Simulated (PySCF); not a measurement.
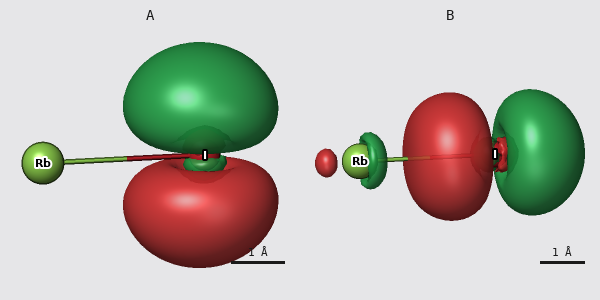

Figure 1: RbI. Two frontier orbitals, each drawn at the value that holds 80 % of its norm (green and red are the two phases), in no order; of a degenerate pair one member is drawn.

Level of theory: PBE0/x2c-TZVPall, spin-free X2C-1e, Gaussian nucleus, at a bond length of 3.177 Å (PySCF).

**Label each orbital by symmetry, say whether it is occupied, and order them by energy.**

Orbital B: σ, occupied, −5.69 eV; mainly on I (90 %).
Orbital A: π, occupied, −5.40 eV; almost wholly on I.
